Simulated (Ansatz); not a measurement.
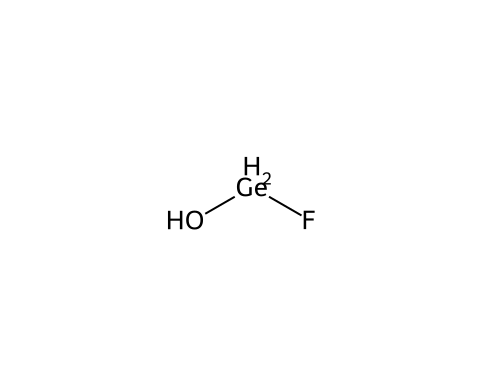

Skeletal drawing of a molecule.

Write the SMILES.

[OH][GeH2][F]

Give the formula, hydrogens included.

FGeH3O.

An optimisation with PBE0-D4/def2-TZVP gave a structure of which point group?

C1.

More results for the same structure follow; atom numbers are the same in all pictures, views and colours differ. The computed structure is the end point of a PBE0-D4/def2-TZVP optimisation.

**Geometry**

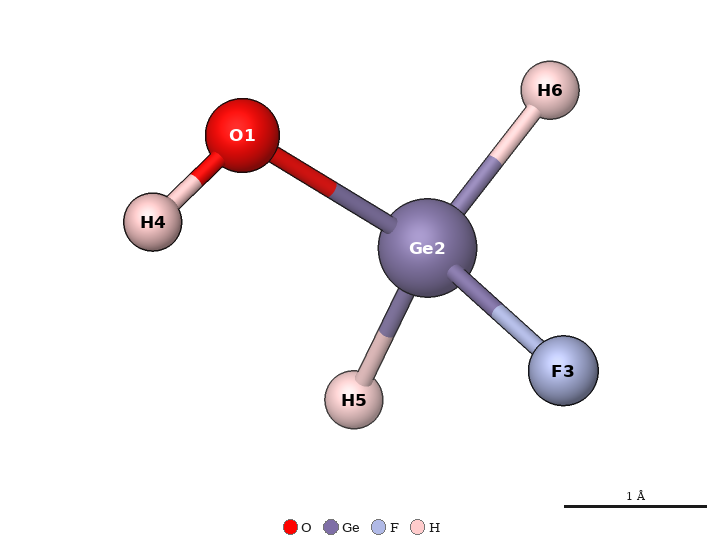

Atoms carry their numbers in the input.

Give the bond lengths.

| bond | length (Å) |
| --- | --- |
| O1–Ge2 | 1.760 |
| O1–H4 | 0.960 |
| Ge2–F3 | 1.738 |
| Ge2–H5 | 1.534 |
| Ge2–H6 | 1.526 |

**Electronic properties**

Level of theory: RKS ωB97M-V/def2-SVP (Ansatz 0.2.0).

Give the LUMO energy (Kohn–Sham orbital) at this level.

2.60 eV.

What is the HOMO energy (Kohn–Sham orbital)?

−11.44 eV.

**Vibrations**

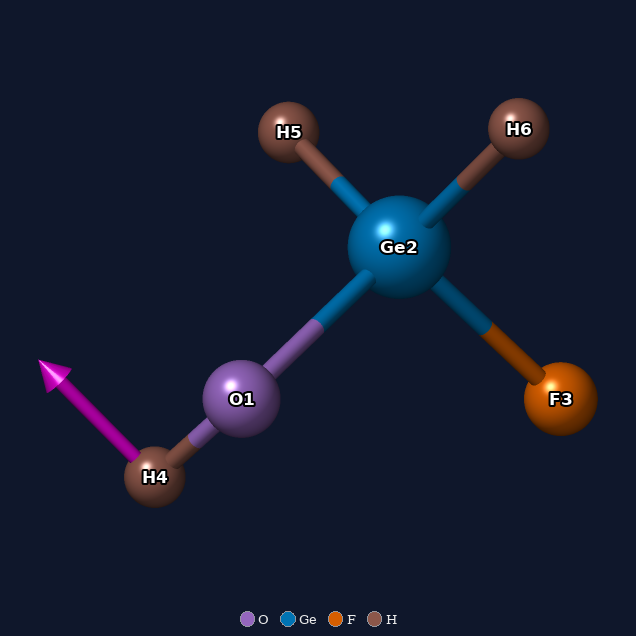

The arrows show one normal mode. Harmonic vibrations computed with RKS PBE0-D4/def2-TZVP (Ansatz 0.2.0) at a stationary point of the same level.

Describe the motion.

A torsion or out-of-plane motion in which bond lengths and bond angles hardly change.

At what wavenumber does it lie?

204 cm⁻¹; it is mode 1 of 12 counted from the lowest.

**Dipole moment**

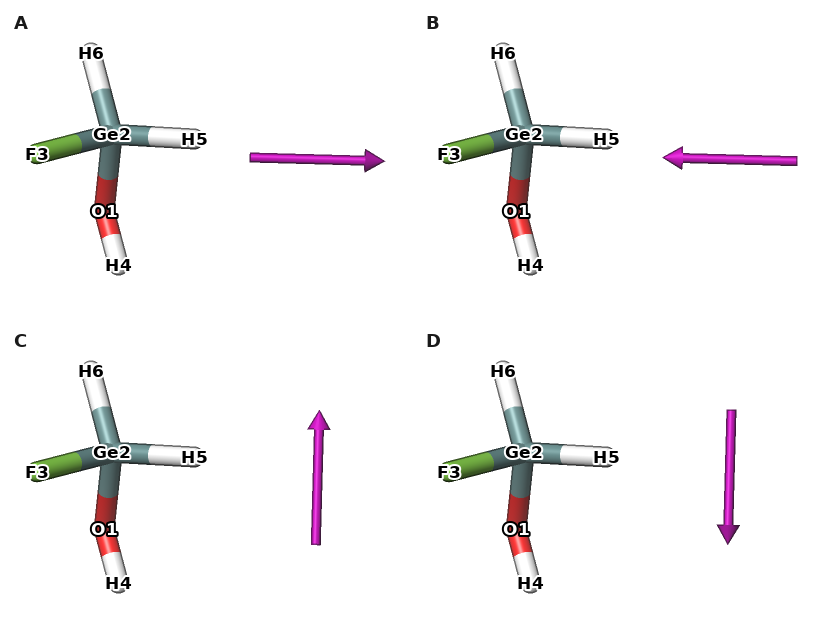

The same molecule four times, each with an arrow. Method: RKS PBE0-D4/def2-TZVP (Ansatz 0.2.0).

Which arrow points along the dipole moment, from the negative to the positive end?

A. The dipole moment is 1.96 D; it points from the side of F3 to the side of H5 (the outermost atoms at the two ends).

**Charges**

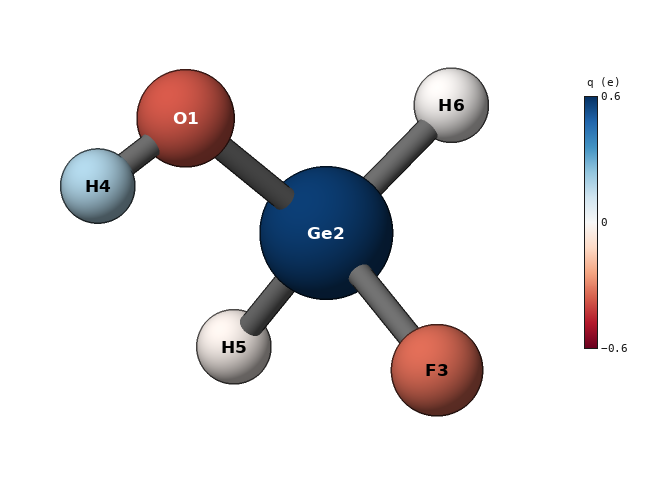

Atoms are coloured by their Mulliken charges. Method: RKS PBE-D4/def2-TZVPP (Ansatz 0.2.0).

Give the Mulliken charges atom by atom.

```csv
atom,value (e)
O1,−0.37
Ge2,0.57
F3,−0.34
H4,0.18
H5,−0.03
H6,−0.01
```

Mulliken values depend strongly on the basis set and can even reverse the polarity of a bond.
